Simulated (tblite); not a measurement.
**Run report: C2H8GeO2, geometry relaxation (part 1 of 2)**

- system: C2H8GeO2
- method: GFN2-xTB geometry optimisation, gas phase (tblite 0.8.0)

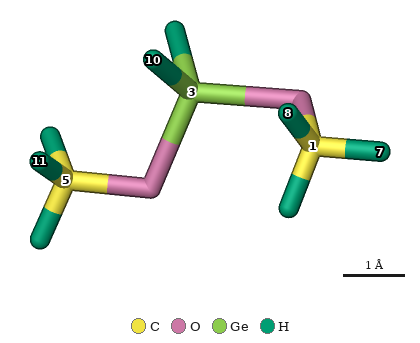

*The structure as given in the input (stick view, seen at a tilt; atoms are numbered from 1 in the order of the input). Sticks mark near contacts.*

### Results in brief

- outcome: converged
- total energy: −501.7055 eV
- hardware: 1 CPU thread, shared host
- peak memory: 0.19 GiB

### Input
```
{"job": {"kind": "relax", "xc": "GFN2-xTB", "basis": "xTB"}, "charge": 0, "multiplicity": 1}
C     -2.106600    -0.023400    -1.008800
O     -1.900500     0.474300     0.270700
Ge    -0.095100     0.677300     0.487600
O      0.690200    -0.910800     0.505100
C      2.073200    -0.709500     0.618700
H     -1.645000    -1.006400    -1.168600
H     -3.214300    -0.155900    -1.146200
H     -1.776100     0.723900    -1.766400
H      0.174200     1.428000     1.811200
H      0.435600     1.523300    -0.688500
H      2.443600    -0.165500    -0.295100
H      2.334600    -0.167500     1.540200
H      2.577300    -1.686900     0.654400
```

The first line tells a small driver script what to run in tblite; the rest is the geometry in Å.

Command:
```bash
OMP_NUM_THREADS=1 python <driver script> task.json out
```

### Output
```
step      E/eV     max force
  0    -501.25594    1.897
  1    -501.37475    0.905
  2    -501.42684    0.493
  3    -501.45119    0.396
  4    -501.47254    0.397
  5    -501.48914    0.369
  6    -501.50476    0.326
  7    -501.52228    0.424
  8    -501.54231    0.418
  9    -501.55835    0.307
 10    -501.56915    0.252
 11    -501.57901    0.278
 12    -501.59276    0.474
 13    -501.61350    0.591
 14    -501.63745    0.462
 15    -501.65340    0.382
 16    -501.66322    0.210
 17    -501.67024    0.276
 18    -501.67571    0.275
 19    -501.67974    0.191
 20    -501.68161    0.134
 21    -501.68237    0.087
 22    -501.68292    0.084
 23    -501.68357    0.077
 24    -501.68415    0.060
 25    -501.68457    0.059
 26    -501.68492    0.060
 27    -501.68534    0.062
 28    -501.68592    0.079
 29    -501.68662    0.087
 30    -501.68735    0.078
 31    -501.68807    0.071
 32    -501.68887    0.082
 33    -501.68981    0.097
 34    -501.69074    0.102
 35    -501.69158    0.088
 36    -501.69244    0.080
 37    -501.69340    0.085
 38    -501.69439    0.098
 39    -501.69513    0.071
 40    -501.69550    0.042
 41    -501.69567    0.038
 42    -501.69582    0.041
 43    -501.69607    0.065
 44    -501.69643    0.072
 45    -501.69678    0.052
 46    -501.69699    0.029
 47    -501.69711    0.030
 48    -501.69723    0.030
 49    -501.69735    0.031
 50    -501.69746    0.026
 51    -501.69757    0.028
 52    -501.69774    0.037
 53    -501.69809    0.066
 54    -501.69876    0.092
 55    -501.69969    0.084
 56    -501.70053    0.067
 57    -501.70103    0.059
 58    -501.70131    0.068
 59    -501.70161    0.067
 60    -501.70196    0.042
 61    -501.70212    0.030
 62    -501.70221    0.025
 63    -501.70229    0.020
 64    -501.70241    0.023
 65    -501.70254    0.029
 66    -501.70265    0.021
 67    -501.70270    0.016
 68    -501.70274    0.016
 69    -501.70278    0.017
 70    -501.70284    0.024
 71    -501.70291    0.025
 72    -501.70299    0.024
 73    -501.70309    0.024
 74    -501.70323    0.038
 75    -501.70342    0.031
 76    -501.70369    0.066
 77    -501.70395    0.052
 78    -501.70434    0.038
 79    -501.70451    0.029
 80    -501.70467    0.030
 81    -501.70478    0.034
 82    -501.70489    0.021
 83    -501.70498    0.025
 84    -501.70510    0.030
 85    -501.70520    0.033
 86    -501.70530    0.032
 87    -501.70538    0.020
 88    -501.70543    0.021
 89    -501.70546    0.010
```

### Trajectory as extended XYZ (Å, eV, eV/Å), 36 of the 90 frames kept, from step=0 to step=89
```
13
Properties=species:S:1:pos:R:3:forces:R:3 step=0 energy=-501.25594
C    -2.1066   -0.0234   -1.0088   -1.5130  -0.0570  -1.1430
O    -1.9005    0.4743    0.2707    1.4950   0.1400   0.6230
Ge   -0.0951    0.6773    0.4876   -0.9930   0.7200   0.5740
O     0.6902   -0.9108    0.5051   -0.2460   0.3970   0.0290
C     2.0732   -0.7095    0.6187    0.9320  -0.2220  -0.6050
H    -1.6450   -1.0064   -1.1686    0.0690   0.2460  -0.0960
H    -3.2143   -0.1559   -1.1462    0.7440   0.1070   0.1390
H    -1.7761    0.7239   -1.7664   -0.0570  -0.6120   0.1260
H     0.1742    1.4280    1.8112   -0.1580  -0.3190  -0.2810
H     0.4356    1.5233   -0.6885   -0.0690  -0.2820   0.1140
H     2.4436   -0.1655   -0.2951    0.0040  -0.3010   0.9110
H     2.3346   -0.1675    1.5402    0.0430   0.0300  -0.3470
H     2.5773   -1.6869    0.6544   -0.2510   0.1530  -0.0430
13
Properties=species:S:1:pos:R:3:forces:R:3 step=3 energy=-501.45119
C    -2.1386   -0.0254   -1.0330    0.2150   0.0120   0.2750
O    -1.8368    0.4714    0.2765   -0.0980  -0.1520  -0.2500
Ge   -0.1348    0.7122    0.5121    0.2740   0.1050  -0.0630
O     0.6879   -0.8786    0.5062    0.0200   0.3950   0.0120
C     2.0945   -0.7183    0.6070   -0.2040  -0.0430   0.1170
H    -1.6473   -0.9885   -1.1773   -0.0420  -0.0160  -0.1640
H    -3.2075   -0.1513   -1.1377   -0.2580   0.0580   0.1710
H    -1.7808    0.6943   -1.7688   -0.0400  -0.0870  -0.2590
H     0.1619    1.4120    1.8008   -0.1840  -0.0130   0.1650
H     0.4297    1.5057   -0.6785   -0.0780  -0.1300   0.1360
H     2.4541   -0.1733   -0.2612    0.2960   0.0770  -0.0530
H     2.3409   -0.1673    1.5176    0.1850   0.0320  -0.0440
H     2.5679   -1.6921    0.6507   -0.0840  -0.2390  -0.0420
13
Properties=species:S:1:pos:R:3:forces:R:3 step=5 energy=-501.48914
C    -2.1384   -0.0258   -1.0276   -0.1230  -0.0520  -0.1820
O    -1.8172    0.4605    0.2638   -0.2300   0.0260   0.1010
Ge   -0.1325    0.7339    0.5178    0.2270  -0.0440  -0.0830
O     0.6881   -0.8382    0.5075   -0.0010   0.0290   0.0020
C     2.0919   -0.7242    0.6090    0.1450   0.0790  -0.0680
H    -1.6517   -0.9832   -1.1929   -0.0450  -0.2110  -0.1190
H    -3.2211   -0.1448   -1.1211    0.1040   0.0730   0.1940
H    -1.7864    0.6753   -1.7878   -0.0840   0.0010  -0.1520
H     0.1431    1.4052    1.8097   -0.1700   0.1180   0.3050
H     0.4223    1.4904   -0.6658    0.0430   0.1130  -0.0750
H     2.4796   -0.1724   -0.2500    0.1840  -0.0650  -0.0490
H     2.3573   -0.1654    1.5058    0.1880  -0.0290   0.1430
H     2.5562   -1.7102    0.6462   -0.2380  -0.0390  -0.0170
13
Properties=species:S:1:pos:R:3:forces:R:3 step=8 energy=-501.54231
C    -2.1457   -0.0358   -1.0415   -0.0190  -0.0560  -0.0780
O    -1.8104    0.4481    0.2514    0.2100   0.0650  -0.0990
Ge   -0.1140    0.7644    0.5250   -0.3650   0.0870   0.1840
O     0.7008   -0.7797    0.5092    0.2630  -0.2220  -0.0070
C     2.1095   -0.7206    0.6077    0.2070   0.0250   0.0200
H    -1.6709   -1.0026   -1.2320   -0.1750  -0.0410   0.0590
H    -3.2322   -0.1266   -1.0706    0.0630  -0.0520  -0.0460
H    -1.8104    0.6466   -1.8348   -0.1210   0.0240   0.1310
H     0.0864    1.4114    1.8634   -0.1570   0.0500  -0.0310
H     0.4217    1.4921   -0.6643    0.1340   0.3290  -0.1690
H     2.5446   -0.1831   -0.2423   -0.0080  -0.1460  -0.0430
H     2.4102   -0.1726    1.5064    0.0780  -0.1870   0.0590
H     2.5015   -1.7407    0.6369   -0.1090   0.1230   0.0200
13
Properties=species:S:1:pos:R:3:forces:R:3 step=10 energy=-501.56915
C    -2.1510   -0.0449   -1.0535    0.0360   0.0030   0.1210
O    -1.7998    0.4456    0.2380    0.1560  -0.0070  -0.1850
Ge   -0.1195    0.7840    0.5363   -0.0390   0.0570  -0.0550
O     0.7233   -0.7608    0.5099    0.0710   0.0940   0.0140
C     2.1321   -0.7164    0.6081    0.0050  -0.0690   0.0590
H    -1.6934   -1.0194   -1.2501   -0.1420   0.0230   0.1030
H    -3.2342   -0.1199   -1.0449   -0.1050  -0.1070  -0.1440
H    -1.8319    0.6345   -1.8536   -0.0670   0.0330   0.1280
H     0.0433    1.4203    1.8941   -0.1530   0.0120  -0.1670
H     0.4301    1.5165   -0.6734    0.0260   0.2190   0.1220
H     2.5814   -0.1985   -0.2436   -0.0170  -0.0770  -0.0500
H     2.4465   -0.1891    1.5138    0.0600  -0.1450   0.0210
H     2.4643   -1.7508    0.6333    0.1690  -0.0360   0.0340
13
Properties=species:S:1:pos:R:3:forces:R:3 step=13 energy=-501.61350
C    -2.1680   -0.0602   -1.0609   -0.2090   0.0100  -0.0600
O    -1.7563    0.4412    0.1928   -0.2540  -0.0220   0.2460
Ge   -0.1228    0.8291    0.5384    0.5170  -0.0120  -0.2870
O     0.7679   -0.7035    0.5152   -0.1460   0.2460   0.0580
C     2.1748   -0.7256    0.6143   -0.0700  -0.1460  -0.0490
H    -1.7555   -1.0472   -1.2615    0.0820  -0.0700   0.0190
H    -3.2542   -0.1287   -1.0279   -0.0920  -0.0180  -0.0210
H    -1.8804    0.6191   -1.8641    0.0370   0.0070  -0.1180
H    -0.0631    1.4384    1.9120   -0.1300   0.0340  -0.1610
H     0.4483    1.6022   -0.6586   -0.0390   0.1260   0.3040
H     2.6411   -0.2416   -0.2497    0.0120  -0.0220   0.0970
H     2.5215   -0.2439    1.5307    0.0460   0.0040  -0.0290
H     2.4378   -1.7784    0.6337    0.2460  -0.1380   0.0000
13
Properties=species:S:1:pos:R:3:forces:R:3 step=15 energy=-501.65340
C    -2.1986   -0.0760   -1.0690   -0.1230   0.0050  -0.0860
O    -1.7184    0.4339    0.1562   -0.2700  -0.0390   0.2670
Ge   -0.0979    0.8810    0.5230    0.1310  -0.0480  -0.0690
O     0.8119   -0.6228    0.5259    0.0610  -0.0420   0.0740
C     2.2157   -0.7491    0.6204    0.0010  -0.0600  -0.0360
H    -1.8200   -1.0779   -1.2695    0.1720   0.0080  -0.0310
H    -3.2871   -0.1417   -1.0147   -0.0200   0.1030   0.1390
H    -1.9319    0.6012   -1.8806    0.0310  -0.0980  -0.1930
H    -0.1910    1.4589    1.9104   -0.0300   0.0240  -0.2120
H     0.4664    1.7103   -0.6174    0.0290   0.1700   0.1490
H     2.7053   -0.2922   -0.2476    0.0190  -0.0250   0.1760
H     2.6058   -0.3071    1.5430   -0.0350   0.0410  -0.1300
H     2.4311   -1.8177    0.6344    0.0360  -0.0380  -0.0470
13
Properties=species:S:1:pos:R:3:forces:R:3 step=18 energy=-501.67571
C    -2.2134   -0.0789   -1.0717    0.0600   0.0000   0.0680
O    -1.7316    0.4284    0.1650    0.0650  -0.0030  -0.1310
Ge   -0.0861    0.8858    0.5083   -0.2630  -0.0770   0.0170
O     0.8271   -0.6097    0.5363   -0.0130  -0.1430  -0.0080
C     2.2263   -0.7642    0.6218    0.0360  -0.0080   0.0250
H    -1.8220   -1.0809   -1.2691    0.0310   0.0940   0.0070
H    -3.3014   -0.1380   -1.0036    0.0280   0.0510   0.0660
H    -1.9431    0.5876   -1.8974   -0.0230  -0.1030   0.0160
H    -0.2283    1.4685    1.8802    0.0220   0.0460  -0.0520
H     0.4760    1.7655   -0.5875    0.0310   0.1000   0.0300
H     2.7224   -0.3076   -0.2348    0.0740   0.0270  -0.0390
H     2.6241   -0.3217    1.5362    0.0120   0.0310   0.0310
H     2.4412   -1.8338    0.6308   -0.0600  -0.0150  -0.0290
13
Properties=species:S:1:pos:R:3:forces:R:3 step=20 energy=-501.68161
C    -2.2176   -0.0811   -1.0714    0.0200  -0.0090   0.0170
O    -1.7326    0.4263    0.1601    0.0720   0.0290  -0.1090
Ge   -0.0953    0.8849    0.5043   -0.0070  -0.0230  -0.0130
O     0.8338   -0.6106    0.5396   -0.0190  -0.0240  -0.0350
C     2.2350   -0.7694    0.6230   -0.0310   0.0240   0.0010
H    -1.8229   -1.0795   -1.2709   -0.0050   0.0080   0.0210
H    -3.3045   -0.1325   -0.9919    0.0090  -0.0030   0.0170
H    -1.9510    0.5750   -1.9055   -0.0190  -0.0270   0.0250
H    -0.2458    1.4762    1.8700    0.0180   0.0300  -0.0050
H     0.4819    1.7942   -0.5747   -0.0280  -0.0150   0.0850
H     2.7376   -0.3137   -0.2320    0.0180   0.0070  -0.0260
H     2.6359   -0.3270    1.5367   -0.0060  -0.0090   0.0280
H     2.4368   -1.8419    0.6272   -0.0220   0.0130  -0.0060
13
Properties=species:S:1:pos:R:3:forces:R:3 step=23 energy=-501.68357
C    -2.2188   -0.0837   -1.0718   -0.0130  -0.0100  -0.0380
O    -1.7235    0.4296    0.1482   -0.0140   0.0380   0.0390
Ge   -0.0957    0.8852    0.5034    0.0690  -0.0010   0.0340
O     0.8355   -0.6093    0.5366    0.0020   0.0090  -0.0270
C     2.2364   -0.7693    0.6230    0.0060  -0.0030  -0.0150
H    -1.8260   -1.0811   -1.2697    0.0030  -0.0510   0.0060
H    -3.3055   -0.1322   -0.9859    0.0060  -0.0130   0.0240
H    -1.9571    0.5685   -1.9074   -0.0110   0.0060  -0.0570
H    -0.2531    1.4816    1.8667    0.0120   0.0050  -0.0040
H     0.4813    1.8036   -0.5608    0.0090   0.0120   0.0290
H     2.7449   -0.3167   -0.2325   -0.0220   0.0010   0.0220
H     2.6404   -0.3320    1.5392   -0.0400  -0.0080  -0.0110
H     2.4324   -1.8432    0.6256   -0.0080   0.0170  -0.0030
13
Properties=species:S:1:pos:R:3:forces:R:3 step=25 energy=-501.68457
C    -2.2194   -0.0859   -1.0740    0.0100   0.0040  -0.0040
O    -1.7198    0.4346    0.1427   -0.0110   0.0160   0.0220
Ge   -0.0909    0.8840    0.5046   -0.0130   0.0200   0.0310
O     0.8365   -0.6093    0.5323    0.0040   0.0060  -0.0210
C     2.2365   -0.7693    0.6222    0.0090  -0.0210  -0.0050
H    -1.8268   -1.0854   -1.2682   -0.0120  -0.0120   0.0100
H    -3.3057   -0.1325   -0.9797    0.0160  -0.0230   0.0060
H    -1.9616    0.5641   -1.9132   -0.0160  -0.0160  -0.0420
H    -0.2557    1.4859    1.8636    0.0140  -0.0090   0.0220
H     0.4815    1.8106   -0.5484    0.0450   0.0330  -0.0200
H     2.7480   -0.3180   -0.2315   -0.0170   0.0150   0.0110
H     2.6395   -0.3352    1.5401   -0.0400   0.0020  -0.0070
H     2.4292   -1.8429    0.6241    0.0110  -0.0150  -0.0030
13
Properties=species:S:1:pos:R:3:forces:R:3 step=28 energy=-501.68592
C    -2.2177   -0.0877   -1.0764    0.0080   0.0020   0.0370
O    -1.7177    0.4433    0.1386    0.0140  -0.0060  -0.0570
Ge   -0.0873    0.8857    0.5094   -0.0320   0.0370  -0.0620
O     0.8365   -0.6098    0.5230   -0.0280   0.0010  -0.0100
C     2.2359   -0.7714    0.6201   -0.0370   0.0040   0.0030
H    -1.8284   -1.0912   -1.2641    0.0070   0.0430   0.0220
H    -3.3026   -0.1367   -0.9720   -0.0060  -0.0150  -0.0170
H    -1.9687    0.5559   -1.9255   -0.0060  -0.0440   0.0340
H    -0.2535    1.4891    1.8660    0.0100  -0.0180   0.0520
H     0.4890    1.8213   -0.5375    0.0380   0.0100   0.0010
H     2.7481   -0.3156   -0.2293    0.0170   0.0100  -0.0110
H     2.6301   -0.3373    1.5406   -0.0070   0.0010   0.0160
H     2.4274   -1.8446    0.6215    0.0220  -0.0240  -0.0080
13
Properties=species:S:1:pos:R:3:forces:R:3 step=31 energy=-501.68807
C    -2.2152   -0.0907   -1.0758   -0.0450  -0.0300  -0.0080
O    -1.7113    0.4598    0.1258   -0.0130   0.0330   0.0040
Ge   -0.0850    0.8942    0.5095    0.0410   0.0080  -0.0350
O     0.8299   -0.6119    0.5043   -0.0320   0.0030  -0.0020
C     2.2285   -0.7748    0.6162   -0.0170   0.0320  -0.0030
H    -1.8278   -1.0949   -1.2510    0.0680  -0.0160   0.0140
H    -3.2981   -0.1481   -0.9643   -0.0510   0.0120   0.0000
H    -1.9799    0.5366   -1.9397    0.0210  -0.0050   0.0300
H    -0.2440    1.4891    1.8755   -0.0040  -0.0520  -0.0040
H     0.5090    1.8399   -0.5191    0.0310   0.0050  -0.0040
H     2.7462   -0.3095   -0.2259    0.0230  -0.0200   0.0140
H     2.6082   -0.3405    1.5430    0.0140  -0.0160   0.0090
H     2.4306   -1.8483    0.6161   -0.0350   0.0460  -0.0180
13
Properties=species:S:1:pos:R:3:forces:R:3 step=33 energy=-501.68981
C    -2.2163   -0.0953   -1.0743   -0.0180  -0.0190  -0.0150
O    -1.7085    0.4762    0.1152   -0.0300   0.0530   0.0440
Ge   -0.0810    0.9001    0.5043    0.0190  -0.0150   0.0480
O     0.8205   -0.6161    0.4892    0.0240   0.0230  -0.0070
C     2.2191   -0.7744    0.6131    0.0240   0.0130  -0.0010
H    -1.8188   -1.0971   -1.2376    0.0420  -0.0410   0.0190
H    -3.2993   -0.1562   -0.9594   -0.0190   0.0000   0.0110
H    -1.9858    0.5202   -1.9463    0.0110   0.0220  -0.0100
H    -0.2340    1.4837    1.8807   -0.0110  -0.0740  -0.0610
H     0.5284    1.8553   -0.5041    0.0340   0.0080  -0.0300
H     2.7454   -0.3054   -0.2223    0.0000  -0.0070   0.0260
H     2.5899   -0.3436    1.5458    0.0010  -0.0130  -0.0080
H     2.4318   -1.8464    0.6100   -0.0760   0.0490  -0.0140
13
Properties=species:S:1:pos:R:3:forces:R:3 step=36 energy=-501.69244
C    -2.2183   -0.1036   -1.0727    0.0560   0.0380   0.0330
O    -1.7089    0.5037    0.1032   -0.0090   0.0060  -0.0230
Ge   -0.0743    0.9088    0.5007   -0.0430  -0.0120  -0.0260
O     0.8120   -0.6147    0.4679    0.0460   0.0430  -0.0100
C     2.2090   -0.7710    0.6092    0.0080  -0.0080   0.0050
H    -1.8032   -1.1040   -1.2178   -0.0370   0.0360   0.0510
H    -3.3023   -0.1669   -0.9494    0.0720  -0.0340  -0.0050
H    -1.9939    0.4983   -1.9570   -0.0180  -0.0020   0.0060
H    -0.2251    1.4655    1.8857   -0.0200  -0.0390  -0.0370
H     0.5597    1.8751   -0.4893   -0.0060  -0.0290   0.0070
H     2.7488   -0.3000   -0.2149   -0.0020   0.0360  -0.0060
H     2.5687   -0.3493    1.5497   -0.0020   0.0020   0.0060
H     2.4191   -1.8408    0.5992   -0.0450  -0.0380  -0.0020
13
Properties=species:S:1:pos:R:3:forces:R:3 step=38 energy=-501.69439
C    -2.2173   -0.1074   -1.0709    0.0350   0.0360   0.0220
O    -1.7067    0.5235    0.0919    0.0040  -0.0160  -0.0350
Ge   -0.0721    0.9182    0.4980   -0.0090   0.0070  -0.0970
O     0.8138   -0.6019    0.4527   -0.0090   0.0070  -0.0090
C     2.2071   -0.7699    0.6068   -0.0120  -0.0020  -0.0040
H    -1.7994   -1.1088   -1.2017   -0.0160   0.0540   0.0500
H    -3.2998   -0.1772   -0.9400    0.0570  -0.0240  -0.0030
H    -2.0043    0.4818   -1.9667   -0.0080  -0.0120   0.0170
H    -0.2300    1.4483    1.8873   -0.0250   0.0110   0.0200
H     0.5815    1.8897   -0.4783   -0.0420  -0.0340   0.0340
H     2.7568   -0.2964   -0.2087    0.0140   0.0220  -0.0130
H     2.5607   -0.3569    1.5529    0.0060  -0.0050   0.0190
H     2.4008   -1.8421    0.5910    0.0070  -0.0440  -0.0020
13
Properties=species:S:1:pos:R:3:forces:R:3 step=41 energy=-501.69567
C    -2.2148   -0.1099   -1.0684   -0.0030   0.0000  -0.0080
O    -1.7020    0.5457    0.0761   -0.0040   0.0160   0.0060
Ge   -0.0689    0.9263    0.4895    0.0070   0.0050   0.0150
O     0.8111   -0.5956    0.4333   -0.0060  -0.0120  -0.0110
C     2.2018   -0.7707    0.6032    0.0000  -0.0070  -0.0060
H    -1.7936   -1.1103   -1.1792    0.0330   0.0040   0.0180
H    -3.2941   -0.1901   -0.9295   -0.0020  -0.0010   0.0120
H    -2.0161    0.4613   -1.9778    0.0110   0.0050  -0.0060
H    -0.2320    1.4373    1.8871   -0.0240   0.0120   0.0040
H     0.6012    1.9083   -0.4565   -0.0260   0.0020  -0.0240
H     2.7626   -0.2910   -0.2026    0.0050  -0.0070   0.0100
H     2.5459   -0.3653    1.5571   -0.0030  -0.0190  -0.0030
H     2.3901   -1.8451    0.5821    0.0120   0.0030  -0.0070
13
Properties=species:S:1:pos:R:3:forces:R:3 step=43 energy=-501.69607
C    -2.2133   -0.1101   -1.0677    0.0060  -0.0030   0.0100
O    -1.7023    0.5547    0.0724    0.0020   0.0270   0.0060
Ge   -0.0674    0.9275    0.4867   -0.0180  -0.0040   0.0620
O     0.8075   -0.5983    0.4256    0.0220   0.0050  -0.0090
C     2.1984   -0.7712    0.6013    0.0000  -0.0190   0.0000
H    -1.7860   -1.1087   -1.1688    0.0230  -0.0070  -0.0010
H    -3.2919   -0.1942   -0.9258   -0.0040  -0.0030   0.0010
H    -2.0170    0.4557   -1.9809    0.0060   0.0020  -0.0040
H    -0.2316    1.4355    1.8868   -0.0160   0.0030  -0.0130
H     0.6038    1.9126   -0.4518   -0.0090   0.0120  -0.0440
H     2.7629   -0.2886   -0.2000   -0.0030  -0.0040   0.0070
H     2.5381   -0.3686    1.5581   -0.0110  -0.0170  -0.0070
H     2.3900   -1.8452    0.5785    0.0020   0.0060  -0.0100
```
